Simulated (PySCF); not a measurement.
# Core-level calculation, with input and output: C2H5F3OSi

- system: C2H5F3OSi
- method: delta-SCF UKS SCAN, pcX-1 on the ionised atom, pcseg-1 elsewhere, spin-free X2C (PySCF 2.14.0)

Figures and captions count atoms from 1; the log counts them from 0 in places.

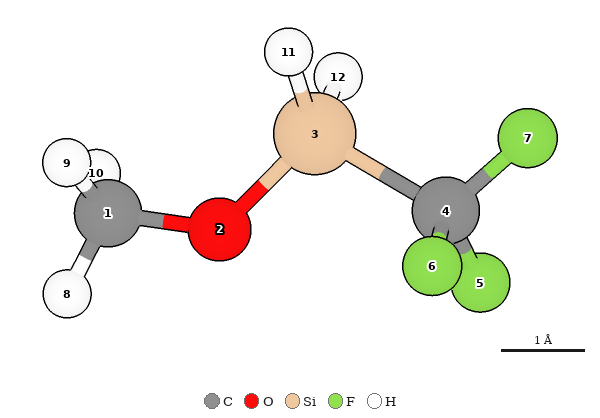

The input geometry (ball-and-stick view, seen at a tilt; atoms are numbered from 1 in the order of the input). Bond lengths as drawn: C–F 1.34 Å, C–H 1.10 Å, C–O 1.40 Å, C–Si 1.92 Å, H–Si 1.49 Å and O–Si 1.65 Å.

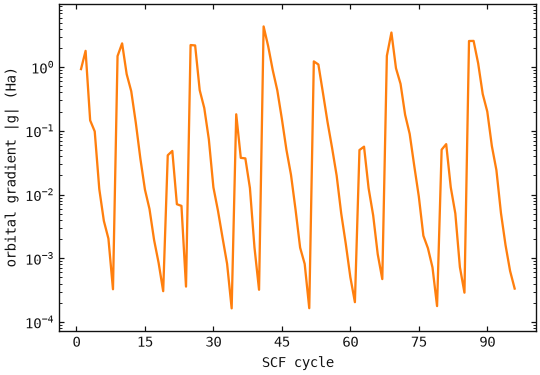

Convergence of the self-consistent field: orbital gradient |g| against the SCF cycle. All cycles printed in the log are drawn one after another.

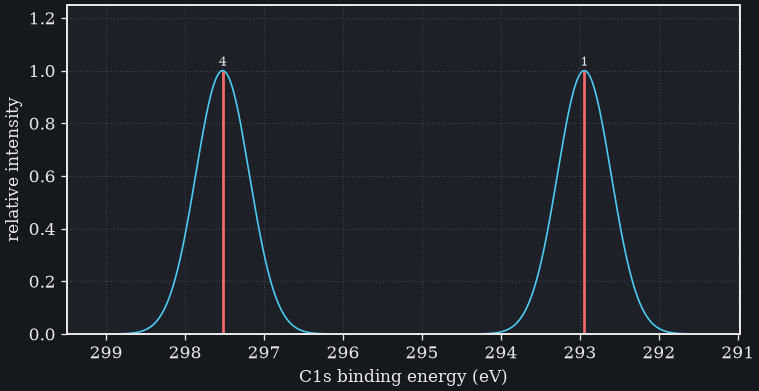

C1s binding energies by ΔSCF of the atoms computed, labelled by atom number, with a Gaussian envelope of 0.8 eV full width. They run from 292.94 eV (atom 1) to 297.53 eV (atom 4).

The input that produced these results follows, with the program's output.

The input:
```
{"job": {"kind": "xps", "basis": "pcX-1"}, "charge": 0, "multiplicity": 1}
C      2.169967    -0.051856    -0.036730
O      0.797946    -0.336252    -0.084701
Si    -0.393584     0.399444     0.788467
C     -2.035823    -0.380020     0.156047
F     -2.112896    -1.694746     0.397155
F     -2.207453    -0.203182    -1.159602
F     -3.077932     0.201188     0.776713
H      2.690840    -0.724385    -0.733517
H      2.384670     0.988771    -0.339876
H      2.590399    -0.213041     0.972317
H     -0.462330     1.867550     0.534796
H     -0.290572     0.124527     2.250323
```

The first line tells a small driver script what to run in PySCF; the rest is the geometry in Å.

Command:
```bash
OMP_NUM_THREADS=1 python <driver script> task.json out
```

The program's output:
```
ground state, core basis on atom 0 (C), 137 functions
  cycle   1  E = -743.98709033  |g| = 9.32e-01
  cycle   2  E = -743.55181743  |g| = 1.80e+00
  cycle   3  E = -744.13621291  |g| = 1.46e-01
  cycle   4  E = -744.13876913  |g| = 9.81e-02
  cycle   5  E = -744.14042184  |g| = 1.22e-02
  cycle   6  E = -744.14044692  |g| = 3.87e-03
  cycle   7  E = -744.14044715  |g| = 2.04e-03
  cycle   8  E = -744.14044896  |g| = 3.27e-04
  E(ground) = -744.16922876 Eh
hole in C 1s of atom 0
  cycle   1  E = -732.83279991  |g| = 1.49e+00
  cycle   2  E = -730.67266346  |g| = 2.36e+00
[... 9 cycles left out ...]
  E(ion) = -733.40372907 Eh   <S^2> = 0.7711   hole on atom = 1.000   binding energy = 292.944 eV
ground state, core basis on atom 1 (O), 137 functions
[... 5 cycles left out ...]
  E(ground) = -744.16990707 Eh
hole in O 1s of atom 1
[... 10 cycles left out ...]
  E(ion) = -724.36977395 Eh   <S^2> = 0.7614   hole on atom = 1.000   binding energy = 538.789 eV
ground state, core basis on atom 2 (Si), 149 functions
[... 6 cycles left out ...]
  E(ground) = -744.22507719 Eh
hole in Si 1s of atom 2
[... 11 cycles left out ...]
  E(ion) = -676.31076606 Eh   <S^2> = 0.7523   hole on atom = 1.000   binding energy = 1848.043 eV
hole in Si 2p of atom 2
[... 10 cycles left out ...]
  E(ion) = -740.23648404 Eh   <S^2> = 0.7514   hole on atom = 1.002   binding energy = 108.535 eV
  2p3/2 = 108.291 eV   2p1/2 = 108.913 eV
ground state, core basis on atom 3 (C), 137 functions
[... 6 cycles left out ...]
  E(ground) = -744.16575500 Eh
hole in C 1s of atom 3
[... 12 cycles left out ...]
  E(ion) = -733.23189863 Eh   <S^2> = 0.7709   hole on atom = 1.000   binding energy = 297.525 eV
ground state, core basis on atom 4 (F), 137 functions
[... 6 cycles left out ...]
  E(ground) = -744.16983496 Eh
hole in F 1s of atom 4
[... 1 cycle left out ...]
  cycle   2  E = -716.11129665  |g| = 2.58e+00
  cycle   3  E = -717.98766186  |g| = 1.15e+00
  cycle   4  E = -718.58306076  |g| = 3.79e-01
  cycle   5  E = -718.61549587  |g| = 2.01e-01
  cycle   6  E = -718.62924276  |g| = 5.80e-02
  cycle   7  E = -718.63035103  |g| = 2.42e-02
  cycle   8  E = -718.63053512  |g| = 5.12e-03
  cycle   9  E = -718.63054299  |g| = 1.61e-03
  cycle  10  E = -718.63054500  |g| = 6.32e-04
  cycle  11  E = -718.63054566  |g| = 3.35e-04
  E(ion) = -718.66876013 Eh   <S^2> = 0.7568   hole on atom = 1.000   binding energy = 693.920 eV
```

Key numbers:

| quantity | value |
| --- | --- |
| outcome | converged |
| hardware | 1 CPU thread, shared host |
| wall time | 34 s |
| peak memory | 0.61 GiB |
